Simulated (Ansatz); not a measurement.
# GeAsH+ (quartet): the correlation ladder, cc-pVTZ

How much of the correlation energy of GeAsH+ (quartet) does each wave-function method recover here?

Computed with Ansatz 0.2.0, Gaussian basis. Level: cc-pVTZ, core rule «outside noble gas», up to 28 orbitals frozen.

The runs, in order: UHF; CCSD(T) on ROHF; CCSD(T) on UHF; BCCD(T) on ROHF; CCSDT(Q) on ROHF; CCSDT(Q) on UHF; CASSCF and MRCISD+Q, 9 electrons in 9 orbitals; CASSCF and NEVPT2, 9 electrons in 9 orbitals.

6 further runs of the same task are left out: 6 set aside as unsound or not needed. Runs told in other sessions of the task aren't counted.

**1. The geometry**

The geometry is a PBE0/def2-TZVP stationary point (not a proven minimum) of the parent state, kept for this charge and spin. No spin-orbit coupling is included. The filled d shell of Ge, As may be among the frozen orbitals whatever the setting's name suggests.

3 atoms, charge 1, spin multiplicity 4.

Atoms are counted from 1 here; the program's logs count them from 0.

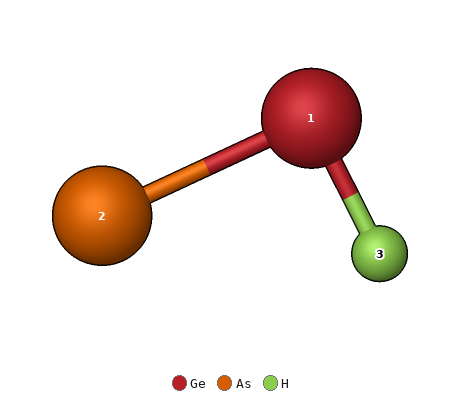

The structure; germanium red, arsenic orange, hydrogen green; atoms are numbered from 1 in the order of the file.

As a file:

```csv
atom,x (Å),y (Å),z (Å)
Ge1,0.00000,-0.03684,1.22460
As2,0.00000,0.01474,-1.20491
H3,0.00000,1.55901,1.30814
```

In the tables R marks a restricted open-shell determinant and U an unrestricted one; 'valence' is the active space of 9 electrons in 9 orbitals; energies count from the table's Hartree-Fock row.

**2. UHF**

in.yaml reads:

```yaml
crystal:
  periodic: [false, false, false]
  atoms:
    - {symbol: Ge, position_ang: [0.000000, -0.036838, 1.224603]}
    - {symbol: As, position_ang: [0.000000, 0.014742, -1.204908]}
    - {symbol: H, position_ang: [0.000000, 1.559010, 1.308135]}
basis:
  gaussian: {orbitals: cc-pVTZ}
total_charge: 1
magnetization: {spin_polarized: true, initial_magnetization: 3}
hamiltonian: {xc: hf}
output: {orbitals: {seedname: orbitals}}
```

The run is started by

```
$ ansatz run in.yaml --threads 1 --pin off --events-out ev --progress --plain --max-ram 3968MiB --backend cpu
```

Standard output:

```text
Functional definition: HF
  name "HF"
  cite "Fock, Z. Phys. 61, 126 (1930) doi:10.1007/BF01340294"
  parent pbe
  exchange = exact_x
  correlation = 0
648 factors; integrals over basis functions are off by at most 1.4e-3 eV
mean field evaluation 1: about -117277.9792 eV, gradient 8.6e0 eV
mean field evaluation 2: about -117277.9836 eV, gradient 8.6e0 eV
mean field evaluation 4: about -117278.8668 eV, gradient 1.8e0 eV
mean field evaluation 8: about -117278.9653 eV, gradient 1.8e-1 eV
mean field evaluation 16: about -117278.6646 eV, gradient 1.6e0 eV
mean field evaluation 32: about -117272.8999 eV, gradient 1.2e1 eV
mean field evaluation 64: about -117276.6440 eV, gradient 6.9e0 eV
mean field -117278.96776396 eV, -4309.9225707859 hartree, gradient 2.3e-5 eV, S^2 3.798762; 0 other end points of the search recorded, 0 dependent functions left out
reference -117278.96776396 eV, -4309.9225707859 hartree; 34, 31 occupied and 66, 69 virtual orbitals, 648 factors
Total energy: -117278.96776396 eV, -4309.9225707859 hartree
```

It took 5.5 s on 1 thread of AMD EPYC 7R13, shared host.

From the report: ⟨S²⟩ of the determinant 3.799 (pure quartet: 3.75).

**3. CCSD(T) on ROHF**

in.yaml, as its differences from that of step 2:

```diff
@@ -9,4 +9,4 @@
 total_charge: 1
-magnetization: {spin_polarized: true, initial_magnetization: 3}
-hamiltonian: {xc: hf}
-output: {orbitals: {seedname: orbitals}}
+magnetization: {spin_polarized: false, initial_magnetization: 3}
+correlation: {method: ccsd_t, electrons: outside_noble_gas}
+output: {forces: true}
```

The command is unchanged.

Standard output, shortened:

```text
Functional definition: HF
  name "HF"
  cite "Fock, Z. Phys. 61, 126 (1930) doi:10.1007/BF01340294"
  parent pbe
[...]
648 factors; integrals over basis functions are off by at most 1.4e-3 eV
[...]
mean field -117278.72474940 eV, -4309.9136401657 hartree, gradient 7.2e-6 eV, S^2 3.750000; 10 other end points of the search recorded, 0 dependent functions left out
[...]
determinant -117278.72474940 eV, -4309.9136401657 hartree, with singles and doubles -117284.02313481 eV, -4310.1083522381 hartree
determinant -117276.63010281 eV, -4309.8366633234 hartree, with singles and doubles -117281.94871528 eV, -4310.0321187264 hartree
determinant -117276.55650167 eV, -4309.8339585314 hartree, with singles and doubles -117282.11331869 eV, -4310.0381677901 hartree
determinant -117276.03328578 eV, -4309.8147307018 hartree, with singles and doubles -117281.83471204 eV, -4310.0279291848 hartree
28 core orbitals not correlated: weight in the atoms' cores, before any rotation towards them, 1.000 or more for the frozen orbitals, at most 0.000 for the correlated occupied ones
reference -117278.72474940 eV, -4309.9136401657 hartree; 6, 3 occupied and 66, 69 virtual orbitals, 648 factors
second order -4.29294098 eV of doubles, -0.09885002 eV of singles
cycle   1  -5.21064314 eV  change   -3.2e-1 eV  update   2.0e-2
[...]
cycle  15  -5.22614778 eV  change    1.9e-7 eV  update   2.6e-7
perturbative correction -0.22145379 eV, -0.0081382768 hartree
[...]
Total energy: -117284.17235097 eV, -4310.1138358309 hartree
Atom 0 at     0.000000    -0.036838     1.224603 Å, force    -0.000000     0.468474     0.564739 eV/Å
Atom 1 at     0.000000     0.014742    -1.204908 Å, force     0.000000    -0.224172    -0.923065 eV/Å
Atom 2 at     0.000000     1.559010     1.308135 Å, force     0.000000    -0.244301     0.358327 eV/Å
Dipole moment:     0.000000    -0.012634     0.251395 e Å
```

Wall time 56 s (1 thread of AMD EPYC 7R13, shared host); peak memory 0.53 GiB.

From the report: correlation -5.4476 eV; T1 0.037; largest double amplitude 0.06.

**4. CCSD(T) on UHF**

in.yaml, as its differences from that of step 3:

```diff
@@ -9,3 +9,3 @@
 total_charge: 1
-magnetization: {spin_polarized: false, initial_magnetization: 3}
+magnetization: {spin_polarized: true, initial_magnetization: 3}
 correlation: {method: ccsd_t, electrons: outside_noble_gas}
```

Launched as before.

Standard output, shortened:

```text
Functional definition: HF
  name "HF"
  cite "Fock, Z. Phys. 61, 126 (1930) doi:10.1007/BF01340294"
  parent pbe
[...]
648 factors; integrals over basis functions are off by at most 1.4e-3 eV
[...]
mean field -117278.96776396 eV, -4309.9225707859 hartree, gradient 1.8e-6 eV, S^2 3.798762; 8 other end points of the search recorded, 0 dependent functions left out
determinant -117278.96776396 eV, -4309.9225707859 hartree, with singles and doubles -117284.03785475 eV, -4310.1088931859 hartree
determinant -117276.91171523 eV, -4309.8470123887 hartree, with singles and doubles -117282.11096930 eV, -4310.0380814517 hartree
determinant -117276.84045396 eV, -4309.8443935856 hartree, with singles and doubles -117281.75464858 eV, -4310.0249869069 hartree
determinant -117276.66095998 eV, -4309.8377973035 hartree, with singles and doubles -117282.00092233 eV, -4310.0340373002 hartree
determinant -117276.31457335 eV, -4309.8250678295 hartree, with singles and doubles -117280.83335009 eV, -4309.9911298117 hartree
28 core orbitals not correlated: weight in the atoms' cores, before any rotation towards them, 1.000 or more for the frozen orbitals, at most 0.000 for the correlated occupied ones
reference -117278.96776396 eV, -4309.9225707859 hartree; 6, 3 occupied and 66, 69 virtual orbitals, 648 factors
second order -4.12329743 eV of doubles, -0.00000000 eV of singles
cycle   1  -4.99424076 eV  change   -3.1e-1 eV  update   1.9e-2
[...]
cycle  14  -5.00588731 eV  change   -1.6e-7 eV  update   4.9e-7
perturbative correction -0.21446482 eV, -0.0078814367 hartree
[...]
Total energy: -117284.18811609 eV, -4310.1144151883 hartree
Atom 0 at     0.000000    -0.036838     1.224603 Å, force     0.000000     0.461478     0.588964 eV/Å
Atom 1 at     0.000000     0.014742    -1.204908 Å, force    -0.000000    -0.217328    -0.937340 eV/Å
Atom 2 at     0.000000     1.559010     1.308135 Å, force     0.000000    -0.244150     0.348376 eV/Å
Dipole moment:     0.000000    -0.011857     0.248292 e Å
```

It took 29 s on 1 thread of AMD EPYC 7R13, shared host; peak memory 0.53 GiB.

From the report: ⟨S²⟩ of the determinant 3.799 (pure quartet: 3.75); correlation -5.2204 eV; T1 0.027; largest double amplitude 0.06.

**5. BCCD(T) on ROHF**

in.yaml, as its differences from that of step 4:

```diff
@@ -9,4 +9,3 @@
 total_charge: 1
-magnetization: {spin_polarized: true, initial_magnetization: 3}
-correlation: {method: ccsd_t, electrons: outside_noble_gas}
-output: {forces: true}
+magnetization: {spin_polarized: false, initial_magnetization: 3}
+correlation: {method: bccd_t, electrons: outside_noble_gas}
```

The command is unchanged.

Standard output, shortened:

```text
Functional definition: HF
  name "HF"
  cite "Fock, Z. Phys. 61, 126 (1930) doi:10.1007/BF01340294"
  parent pbe
[...]
648 factors; integrals over basis functions are off by at most 1.4e-3 eV
[...]
mean field -117278.72474940 eV, -4309.9136401657 hartree, gradient 7.2e-6 eV, S^2 3.750000; 10 other end points of the search recorded, 0 dependent functions left out
[...]
determinant -117278.72474940 eV, -4309.9136401657 hartree, with singles and doubles -117284.02313481 eV, -4310.1083522381 hartree
determinant -117276.63010281 eV, -4309.8366633234 hartree, with singles and doubles -117281.94871528 eV, -4310.0321187264 hartree
determinant -117276.55650167 eV, -4309.8339585314 hartree, with singles and doubles -117282.11331869 eV, -4310.0381677901 hartree
determinant -117276.03328578 eV, -4309.8147307018 hartree, with singles and doubles -117281.83471204 eV, -4310.0279291848 hartree
28 core orbitals not correlated: weight in the atoms' cores, before any rotation towards them, 1.000 or more for the frozen orbitals, at most 0.000 for the correlated occupied ones
reference -117278.72474940 eV, -4309.9136401657 hartree; 6, 3 occupied and 66, 69 virtual orbitals, 648 factors
second order -4.29294098 eV of doubles, -0.09885002 eV of singles
cycle   1  -5.21606740 eV  change   -3.3e-1 eV  update   2.2e-2
[...]
cycle  12  -5.21985722 eV  change    2.2e-6 eV  update   9.8e-6
perturbative correction -0.22872641 eV, -0.0084055404 hartree
Total energy: -117284.17333302 eV, -4310.1138719206 hartree
```

Wall time 44 s (1 thread of AMD EPYC 7R13, shared host); peak memory 0.42 GiB.

From the report: correlation -5.4486 eV; largest double amplitude 0.06.

**6. CCSDT(Q) on ROHF**

in.yaml, as its differences from that of step 5:

```diff
@@ -10,2 +10,2 @@
 magnetization: {spin_polarized: false, initial_magnetization: 3}
-correlation: {method: bccd_t, electrons: outside_noble_gas}
+correlation: {method: ccsdt_q, electrons: outside_noble_gas}
```

The run is started by

```
$ ansatz run in.yaml --threads 2 --pin off --events-out ev --progress --plain --max-ram 23808MiB --backend cuda --devices 0, --max-vram 18GiB
```

Standard output, shortened:

```text
Functional definition: HF
  name "HF"
  cite "Fock, Z. Phys. 61, 126 (1930) doi:10.1007/BF01340294"
  parent pbe
[...]
1133 factors; integrals over basis functions are off by at most 2.2e-7 eV
[...]
mean field -117278.72477298 eV, -4309.9136410324 hartree, gradient 2.4e-6 eV, S^2 3.750000; 10 other end points of the search recorded, 0 dependent functions left out
[...]
determinant -117278.72477298 eV, -4309.9136410324 hartree, with singles and doubles -117284.02316744 eV, -4310.1083534374 hartree
determinant -117276.63012620 eV, -4309.8366641828 hartree, with singles and doubles -117281.94874700 eV, -4310.0321198923 hartree
determinant -117276.55652762 eV, -4309.8339594850 hartree, with singles and doubles -117282.11334906 eV, -4310.0381689062 hartree
determinant -117276.03330819 eV, -4309.8147315254 hartree, with singles and doubles -117281.83475577 eV, -4310.0279307919 hartree
28 core orbitals not correlated: weight in the atoms' cores, before any rotation towards them, 1.000 or more for the frozen orbitals, at most 0.000 for the correlated occupied ones
reference -117278.72477298 eV, -4309.9136410324 hartree; 6, 3 occupied and 66, 69 virtual orbitals, 1133 factors
second order -4.29295427 eV of doubles, -0.09885034 eV of singles
cycle   1  -4.96639497 eV  change   -5.7e-1 eV  update   8.3e-2
[...]
cycle  22  -5.48996027 eV  change    1.5e-7 eV  update   2.8e-7
perturbative correction -0.01174001 eV, -0.0004314372 hartree
Total energy: -117284.22647326 eV, -4310.1158247883 hartree
```

It took 10 s on 1 × H100 (card shared with other runs) with 2 threads of AMD EPYC 7R13, shared host; peak host memory 0.87 GiB.

From the report: correlation -5.5017 eV; T1 0.040; largest double amplitude 0.09.

**7. CCSDT(Q) on UHF**

in.yaml, as its differences from that of step 6:

```diff
@@ -9,3 +9,3 @@
 total_charge: 1
-magnetization: {spin_polarized: false, initial_magnetization: 3}
+magnetization: {spin_polarized: true, initial_magnetization: 3}
 correlation: {method: ccsdt_q, electrons: outside_noble_gas}
```

The command is unchanged.

Standard output, shortened:

```text
Functional definition: HF
  name "HF"
  cite "Fock, Z. Phys. 61, 126 (1930) doi:10.1007/BF01340294"
  parent pbe
[...]
1133 factors; integrals over basis functions are off by at most 2.2e-7 eV
[...]
mean field -117278.96778823 eV, -4309.9225716779 hartree, gradient 1.4e-6 eV, S^2 3.798762; 8 other end points of the search recorded, 0 dependent functions left out
determinant -117278.96778823 eV, -4309.9225716779 hartree, with singles and doubles -117284.03788661 eV, -4310.1088943567 hartree
determinant -117276.91174140 eV, -4309.8470133507 hartree, with singles and doubles -117282.11100101 eV, -4310.0380826169 hartree
determinant -117276.84048014 eV, -4309.8443945476 hartree, with singles and doubles -117281.75467779 eV, -4310.0249879801 hartree
determinant -117276.66098324 eV, -4309.8377981581 hartree, with singles and doubles -117282.00099202 eV, -4310.0340398614 hartree
determinant -117276.31460234 eV, -4309.8250688948 hartree, with singles and doubles -117280.83341459 eV, -4309.9911321822 hartree
28 core orbitals not correlated: weight in the atoms' cores, before any rotation towards them, 1.000 or more for the frozen orbitals, at most 0.000 for the correlated occupied ones
reference -117278.96778823 eV, -4309.9225716779 hartree; 6, 3 occupied and 66, 69 virtual orbitals, 1133 factors
second order -4.12330950 eV of doubles, -0.00000000 eV of singles
cycle   1  -4.71926717 eV  change   -6.0e-1 eV  update   8.4e-2
[...]
cycle  22  -5.26430114 eV  change   -6.1e-8 eV  update   3.3e-7
perturbative correction -0.01182928 eV, -0.0004347181 hartree
Total energy: -117284.24391865 eV, -4310.1164658946 hartree
```

Run time: 6.5 s. Hardware: 1 × H100 (card shared with other runs) with 2 threads of AMD EPYC 7R13, shared host; peak host memory 0.86 GiB.

From the report: ⟨S²⟩ of the determinant 3.799 (pure quartet: 3.75); correlation -5.2761 eV; T1 0.031; largest double amplitude 0.08.

**8. CASSCF and MRCISD+Q, 9 electrons in 9 orbitals**

in.yaml, as its differences from that of step 7:

```diff
@@ -9,3 +9,3 @@
 total_charge: 1
-magnetization: {spin_polarized: true, initial_magnetization: 3}
-correlation: {method: ccsdt_q, electrons: outside_noble_gas}
+magnetization: {spin_polarized: false, initial_magnetization: 3}
+correlation: {method: fic_mrcisd_q, electrons: outside_noble_gas, active_space: {window: {electrons: 9, orbitals: 9}, shells: [{species: As, l: s, shell: 4}, {species: As, l: p, shell: 4}, {species: Ge, l: s, shell: 4}, {species: Ge, l: p, shell: 4}, {species: H, l: s, shell: 1}]}}
```

Same command.

Standard output, shortened:

```text
Functional definition: HF
  name "HF"
  cite "Fock, Z. Phys. 61, 126 (1930) doi:10.1007/BF01340294"
  parent pbe
[...]
1133 factors; integrals over basis functions are off by at most 2.2e-7 eV
[...]
mean field -117278.72477298 eV, -4309.9136410324 hartree, gradient 2.4e-6 eV, S^2 3.750000; 8 other end points of the search recorded, 0 dependent functions left out
reference -117278.72477298 eV, -4309.9136410324 hartree; 34, 31 occupied and 66, 69 virtual orbitals, 1133 factors
state -117280.29013087 eV, -4309.9711668735 hartree
contracted CI cycle   1: correlation 0.00000000 eV, 0.0000000000 hartree, residual 1.48e1 eV
contracted CI cycle   2: correlation -3.49583804 eV, -0.1284696784 hartree, residual 2.70e0 eV
contracted CI cycle   3: correlation -3.61659949 eV, -0.1329075798 hartree, residual 6.05e-1 eV
contracted CI cycle   4: correlation -3.62228023 eV, -0.1331163431 hartree, residual 1.52e-1 eV
contracted CI cycle   5: correlation -3.62260009 eV, -0.1331280978 hartree, residual 3.96e-2 eV
contracted CI cycle   6: correlation -3.62262047 eV, -0.1331288467 hartree, residual 1.00e-2 eV
contracted CI cycle   7: correlation -3.62262180 eV, -0.1331288957 hartree, residual 2.40e-3 eV
contracted CI cycle   8: correlation -3.62262188 eV, -0.1331288986 hartree, residual 5.89e-4 eV
state -117280.29013087 eV, -4309.9711668735 hartree; corrected -117284.19231902 eV, -4310.1145696432 hartree
Total energy: -117284.19231902 eV, -4310.1145696432 hartree
Checks for a lower state left out: starts, orbital_swaps
```

Run time: 3.7 s. Hardware: 1 × H100 (card shared with other runs) with 2 threads of AMD EPYC 7R13, shared host; peak host memory 0.88 GiB.

From the report: 3,528 determinants; active occupations 1.99, 1.97, 1.93, 1.01, 1.00, 0.99, 0.05, 0.04, 0.03.

**9. CASSCF and NEVPT2, 9 electrons in 9 orbitals**

in.yaml reads:

```yaml
crystal:
  periodic: [false, false, false]
  atoms:
    - {symbol: Ge, position_ang: [0.000000, -0.036838, 1.224603]}
    - {symbol: As, position_ang: [0.000000, 0.014742, -1.204908]}
    - {symbol: H, position_ang: [0.000000, 1.559010, 1.308135]}
basis:
  gaussian: {orbitals: cc-pVTZ}
total_charge: 1
magnetization: {spin_polarized: false, initial_magnetization: 3}
correlation: {method: sc_nevpt2, electrons: outside_noble_gas, active_space: {window: {electrons: 9, orbitals: 9}, shells: [{species: As, l: s, shell: 4}, {species: As, l: p, shell: 4}, {species: Ge, l: s, shell: 4}, {species: Ge, l: p, shell: 4}, {species: H, l: s, shell: 1}]}}
```

The run is started by

```
$ ansatz run in.yaml --threads 1 --pin off --events-out ev --progress --plain --max-ram 3968MiB --backend cpu
```

Standard output, shortened:

```text
Functional definition: HF
  name "HF"
  cite "Fock, Z. Phys. 61, 126 (1930) doi:10.1007/BF01340294"
  parent pbe
[...]
1133 factors; integrals over basis functions are off by at most 2.2e-7 eV
[...]
mean field -117278.72477298 eV, -4309.9136410324 hartree, gradient 2.4e-6 eV, S^2 3.750000; 8 other end points of the search recorded, 0 dependent functions left out
reference -117278.72477298 eV, -4309.9136410324 hartree; 34, 31 occupied and 66, 69 virtual orbitals, 1133 factors
state -117280.29013087 eV, -4309.9711668735 hartree
state -117280.29013087 eV, -4309.9711668735 hartree; corrected -117283.34550441 eV, -4310.0834497803 hartree
Total energy: -117283.34550441 eV, -4310.0834497803 hartree
Checks for a lower state left out: starts, orbital_swaps
```

Wall time 20 s (1 thread of AMD EPYC 7R13, shared host); peak memory 0.33 GiB.

From the report: 3,528 determinants; active occupations 1.99, 1.97, 1.93, 1.01, 1.00, 0.99, 0.05, 0.04, 0.03.

**10. How many determinants matter**

Natural occupations of the CASSCF valence state about the gap (report; correlated orbitals 1 to 9): 1.988, 1.972, 1.926, 1.007, 1.001, 0.989, 0.047, 0.040, 0.029. The count of effectively unpaired electrons, Σ n²(2 − n)², is 3.04; a single determinant of this spin has 3.

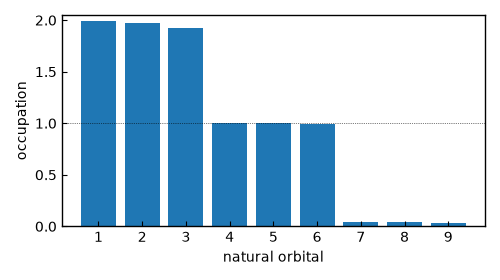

Natural occupations of the CASSCF valence state.

**11. Misses and costs**

The yardstick is UCCSDT(Q), where the cluster series has nearly closed. Rows without a time are mean-field rows or come out of runs for another level: lower rungs of the coupled-cluster runs, CASSCF and MRCISD of the multireference runs, or the Hartree-Fock search. The times of RCCSD(T), UCCSD(T) include forces.

Differences are taken before rounding.

| method | energy from the lowest ROHF (meV) | from UCCSDT(Q) (meV) | time |
| --- | --- | --- | --- |
| ROHF | 0.0 | +5519.2 |  |
| UHF | -243.0 | +5276.2 |  |
| RMP2 | -4391.8 | +1127.4 |  |
| UMP2 | -4366.3 | +1152.9 |  |
| RCCSD | -5226.1 | +293.0 |  |
| UCCSD | -5248.9 | +270.3 |  |
| RCCSD(T) | -5447.6 | +71.6 | 56 s |
| UCCSD(T) | -5463.4 | +55.8 | 29 s |
| BCCD(T) | -5448.6 | +70.6 | 44 s |
| RCCSDT | -5490.0 | +29.2 |  |
| UCCSDT | -5507.3 | +11.8 |  |
| RCCSDT(Q) | -5501.7 | +17.4 | 10 s (GPU) |
| UCCSDT(Q) | -5519.2 | 0 | 6.5 s (GPU) |
| CASSCF valence | -1565.4 | +3953.8 |  |
| NEVPT2 valence | -4620.8 | +898.4 | 20 s |
| MRCISD valence | -5188.0 | +331.2 |  |
| MRCISD+Q valence | -5467.6 | +51.6 | 3.7 s (GPU) |

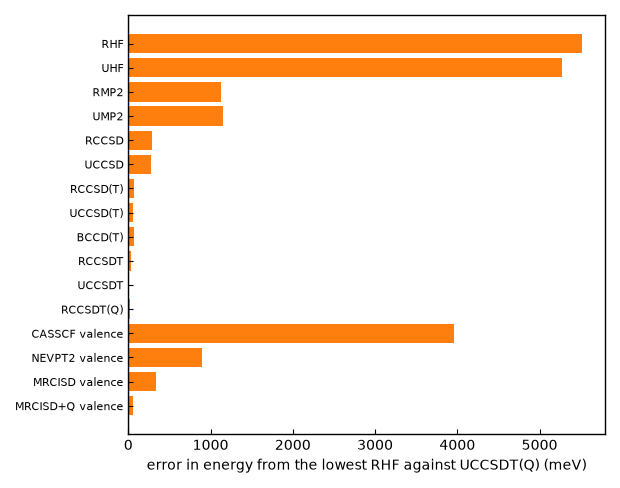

How far each level lands from UCCSDT(Q).

Some runs used a GPU and others CPU threads alone; cost is compared among the CPU runs only.

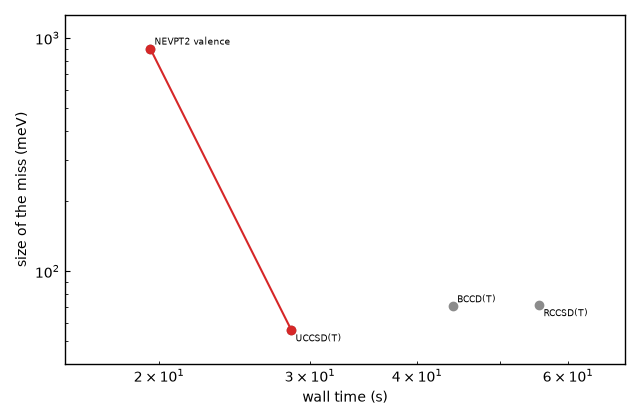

Accuracy for the time spent; red marks the levels that beat every quicker one drawn. Times are from a shared host.

**12. What came out**

```
                         quantity                      value
    UCCSDT(Q) from the ROHF energy                 -5.5192 eV
              RMP2 from UCCSDT(Q)                +1127.4 meV
              UMP2 from UCCSDT(Q)                +1152.9 meV
             RCCSD from UCCSDT(Q)                 +293.0 meV
          RCCSD(T) from UCCSDT(Q)                  +71.6 meV
          UCCSD(T) from UCCSDT(Q)                  +55.8 meV
         RCCSDT(Q) from UCCSDT(Q)                  +17.4 meV
    NEVPT2 valence from UCCSDT(Q)                 +898.4 meV
  MRCISD+Q valence from UCCSDT(Q)                  +51.6 meV
levels within 1 kcal/mol (43 meV)  RCCSDT, UCCSDT, RCCSDT(Q)
                    T1 diagnostic                      0.037
   effectively unpaired electrons                       3.04
```

RCCSD(T) misses by +71.6 meV, 1.3 % of the correlation energy. One determinant dominates. Of the multireference levels listed MRCISD+Q valence comes nearest in total energy (+51.6 meV), which doesn't show that its space is the better one. These misses are within one basis, not against nature; the frozen cores of restricted and unrestricted runs differ, which can shift their rows.

For cost: UCCSD(T) gets within 55.8 meV in 29 s; the quickest level in the cost chart, NEVPT2 valence, takes 20 s and misses by 898.4 meV.
